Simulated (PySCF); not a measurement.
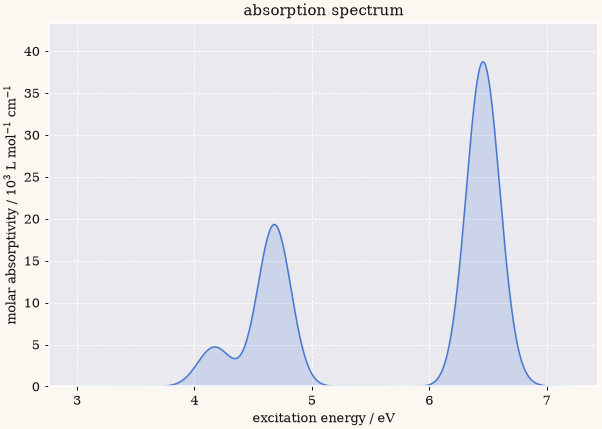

Vertical TDDFT excitations, CAM-B3LYP/def2-SVPD with PySCF 2.14.0, at a GFN2-xTB geometry (no frequency check), gas phase. The lowest 8 singlet states are shown; each is broadened by a Gaussian of 1/e half-width 0.20 eV. States within 0.01 eV of each other are merged, with their strengths summed. The highest state may be half of a pair whose partner wasn't computed.

Question: Whose absorption spectrum is this?
A. C₄H₄O, SMILES C=CC=C=O
B. C₅H₆O, SMILES C=CC(=O)C=C
C. C₆H₄N₂S, SMILES c1ccc2nsnc2c1
D. C₄H₃F₃O₃, SMILES O=C(O)/C(F)=C/OC(F)F

Answer: Option C. Its lowest singlet lies at 4.17 eV (f = 0.058) and the brightest of those computed is S5/S6 at 6.46 eV (192 nm), f = 0.474, mainly HOMO−4/HOMO → LUMO/LUMO+1.

Note: the tight-binding geometry is rougher than a DFT one and adds to the error; core orbitals are frozen in the response.
